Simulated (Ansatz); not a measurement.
# C₂H₅Zn (SMILES C[CH2][Zn]) (doublet): what the fields show

Input

```
basis:
  gaussian:
    orbitals: def2-TZVPD
crystal:
  periodic: [false, false, false]
  atoms:
    - {symbol: C, position_ang: [-1.208760, 1.407550, 1.478976]}
    - {symbol: C, position_ang: [-2.193343, 1.280583, 2.625197]}
    - {symbol: Zn, position_ang: [-2.809324, -0.643676, 2.975651]}
    - {symbol: H, position_ang: [-1.633158, 1.053691, 0.525396]}
    - {symbol: H, position_ang: [-0.287883, 0.828496, 1.655982]}
    - {symbol: H, position_ang: [-0.896846, 2.455603, 1.316599]}
    - {symbol: H, position_ang: [-1.768533, 1.620685, 3.584929]}
    - {symbol: H, position_ang: [-3.123085, 1.847018, 2.446464]}
output:
  forces: true
  orbitals: {seedname: orbitals}
hamiltonian:
  xc: pbe0
magnetization:
  spin_polarized: true
  initial_magnetization: 1
```

Run with:

```sh
ansatz run input.yaml --threads 2 --pin off --max-ram 4350MiB --events-out events.jsonl --progress --plain --runs-dir runs
```

Geometry: PBE0-D3(BJ)/def2-SVP.

Method: isolated molecule in a Gaussian basis; Kohn-Sham density functional theory, functional PBE0 in Ansatz.

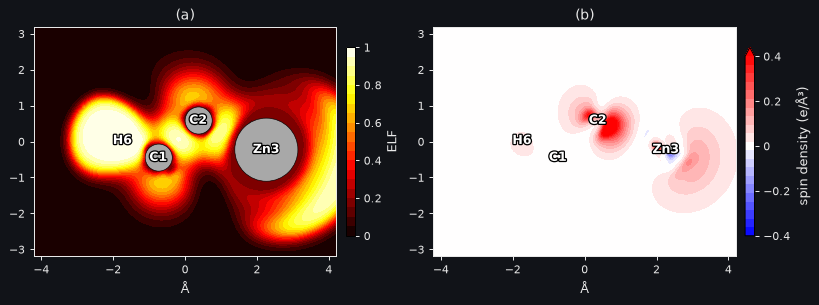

Figure 1. (a) electron localisation function; (b) spin density on the plane of atoms C1, C2 and Zn3. Grey discs cover the atomic cores in the ELF map.

**What does the map show?**

The section cuts through C, Zn and H sites. C–C (1.52 Å): the ELF peaks at about 0.95 between the atoms; localised, covalent bonding. C–Zn (2.05 Å): the ELF peaks at about 0.90 in the valence shell of C, 0.7 Å from its nucleus, and is about 0.40 at the midpoint. C–H (1.11 Å): the ELF climbs to about 1 towards the hydrogen, as it does in any bond to H (an ordinary covalent bond to hydrogen). The unpaired spin (1 electron) lies mostly on Zn3 (about 0.7) and C2 (about 0.2), in electrons by Hirshfeld's partition.

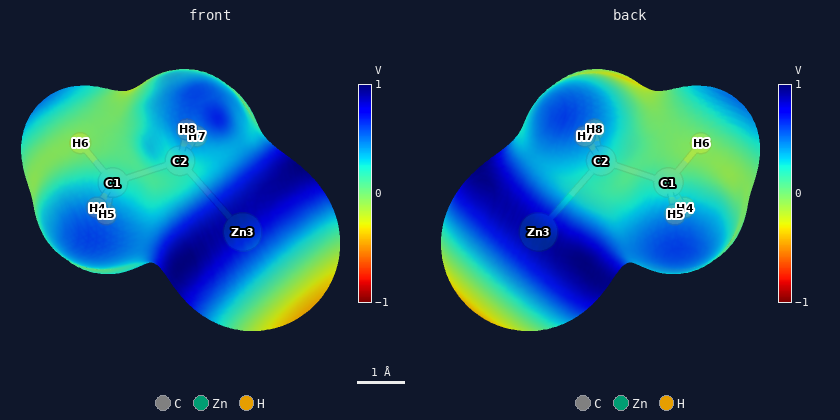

Figure 2. The electrostatic potential painted on the density surface at 0.002 e/bohr³, seen from the front and from behind; red is negative and blue positive.

**Where is the surface potential most negative and most positive?**

The most negative region (about −0.4 V) lies over C2, the most positive (about +1.0 V) over Zn3.

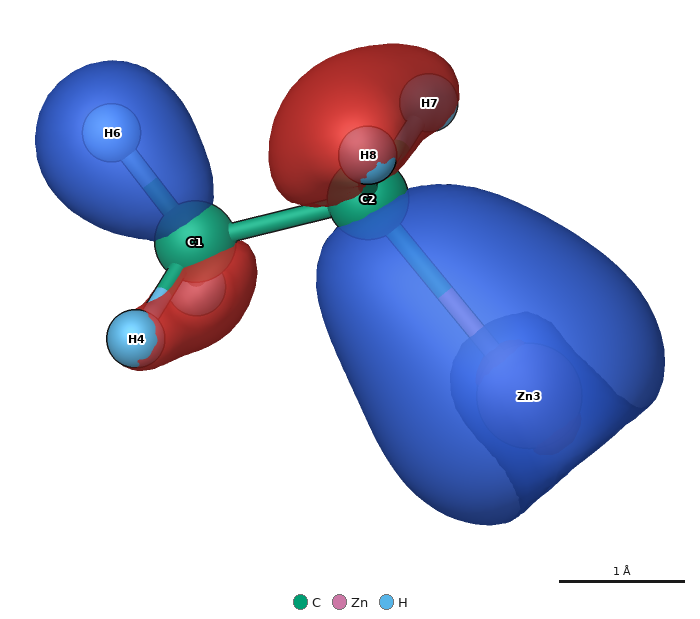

Figure 3. The HOMO−1 (α) at ±0.15 Å⁻³ᐟ² (red and blue are the two phases), seen at a tilt.

**What is the character of this orbital?**

Its weight (Hirshfeld) is mainly on Zn3 (about 45 %), C2 (about 25 %), C1 (about 10 %) and H6 (about 5 %). Its energy is −8.09 eV.
